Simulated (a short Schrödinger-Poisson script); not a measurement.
Structure: symmetric double-gate stack, SiO2 on p-type Si(110), at 300 K.

```tsv
layer	material	thickness (nm)	Na (cm⁻³)
1	SiO2	3.2	-
2	Si	4	4e16
3	SiO2	3.2	-
```

Constants are typed, rounded textbook-type inputs, not results; the design itself was drawn at random and stands for no fabricated device. SiO2: permittivity 3.9, conduction-band edge (eV) 3.15, gap (eV) 9, electron mass (mₑ) 0.5. Si: permittivity 11.7, conduction-band edge (eV) 0, gap (eV) 1.124, Nv at 300 K (cm⁻³) 3.1e19.

Channel valleys (confinement mass, in-plane density-of-states mass, number): Δ4 0.315, 0.324, 4; Δ2 0.19, 0.417, 2. At the gates, both at one voltage, the conduction-band edge of layer 1 lies 3.62 eV − eVg above the Fermi level of the channel. Gaps are held at their typed values at every temperature. Mesh 0.03 nm at interfaces.

From a short Schrödinger-Poisson script (our own, NumPy): 1D Poisson equation in equilibrium, electrons quantum, Hartree (BenDaniel-Duke, 12 states a valley, the channel's in-plane mass for all, wave functions ending at the dielectric), parabolic valleys, classical holes, full ionisation, no traps, pinning or gate leakage.

Only gate voltages with over 1e8 electrons/cm² are shown.

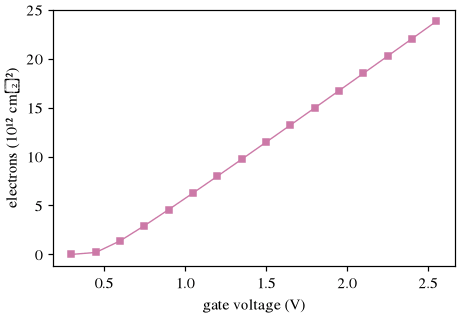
*Sheet density against gate voltage*

| Vg (V) | electrons (cm⁻²) | C (μF/cm²) | Δ4 E0 (meV) | Δ4 E1 (meV) | Δ2 E0 (meV) | Δ2 E1 (meV) |
|---|---|---|---|---|---|---|
| 0.3 | 1.13e9 | 0.00712 | 246.0 | 469.7 | 295.1 | 666.0 |
| 0.45 | 1.98e11 | 0.751 | 112.4 | 335.7 | 161.4 | 532.0 |
| 0.6 | 1.38e12 | 1.56 | 61.1 | 282.2 | 110.2 | 478.5 |
| 0.75 | 2.94e12 | 1.73 | 40.4 | 258.5 | 89.5 | 454.8 |
| 0.9 | 4.59e12 | 1.79 | 27.6 | 242.5 | 76.7 | 438.9 |
| 1.05 | 6.28e12 | 1.82 | 18.1 | 229.9 | 67.3 | 426.3 |
| 1.2 | 7.99e12 | 1.84 | 10.5 | 219.1 | 59.8 | 415.5 |
| 1.35 | 9.72e12 | 1.85 | 4.1 | 209.5 | 53.4 | 405.9 |
| 1.5 | 1.15e13 | 1.86 | -1.6 | 200.7 | 47.8 | 397.2 |
| 1.65 | 1.32e13 | 1.87 | -6.7 | 192.5 | 42.8 | 389.1 |
| 1.8 | 1.50e13 | 1.88 | -11.4 | 184.7 | 38.3 | 381.5 |
| 1.95 | 1.67e13 | 1.88 | -15.7 | 177.4 | 34.1 | 374.2 |
| 2.1 | 1.85e13 | 1.89 | -19.7 | 170.3 | 30.2 | 367.3 |
| 2.25 | 2.03e13 | 1.89 | -23.6 | 163.5 | 26.6 | 360.6 |
| 2.4 | 2.20e13 | 1.90 | -27.2 | 157.0 | 23.1 | 354.2 |
| 2.55 | 2.38e13 | 1.90 | -30.7 | 150.6 | 19.8 | 348.0 |

Subbands count from the Fermi level. The capacitance is that of both gates.
